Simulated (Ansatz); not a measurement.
**Redistribution: C4H9Cl + C2H3F → C4H10 + C2H2ClF**

Species: C4H9Cl `CC(C)CCl`, singlet; C2H3F `C=CF`, singlet; C4H10 (isobutane) `CC(C)C`, singlet; C2H2ClF (1-chloro-2-fluoroethylene) `F/C=C/Cl`, singlet. The partners trade Cl for H; both sit on C, so the bond types are kept.

Shapes, held fixed at every level: PBE0-D4/def2-TZVP. Flexible molecules stand in one conformer, not always the lowest. Programs: Ansatz 0.2.0. The zero-point and thermal change to 298 K, harmonic and unscaled (PBE0-D4/def2-TZVP), is -1.1 kJ/mol.

```tsv
level	kind	ΔH(298 K) (kJ/mol)	less CCSD(T)/CBS estimate
HF/def2-SVP	Hartree–Fock	+18.2	-0.1
HF/def2-TZVPP	Hartree–Fock	+19.3	+1.0
PBE-D4/def2-TZVPP	GGA	+10.2	-8.1
B2PLYP/def2-TZVPP	double hybrid	+14.3	-4.0
CCSD(T)/def2-SVP	coupled cluster or CI	+11.6	-6.7
CCSD/def2-TZVPP	coupled cluster or CI	+16.7	-1.6
CCSD(T)/CBS estimate	coupled cluster or CI	+18.3	0.0
```

The highest level, CCSD(T)/CBS estimate, gives ΔH(298 K) = +18.3 kJ/mol; the levels span +10.2 to +19.3. The column of differences is taken from that level and isn't an error. No measured value is set beside it here. The CBS estimate extrapolates MP2 from def2-TZVPP and def2-QZVPP and adds CCSD(T) − MP2 in the triple-zeta set, cores frozen.

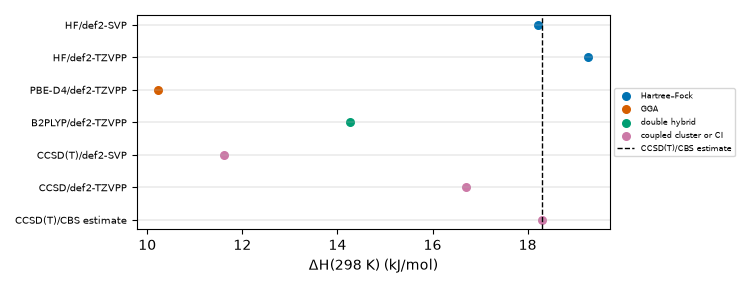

The values of the table, level by level.
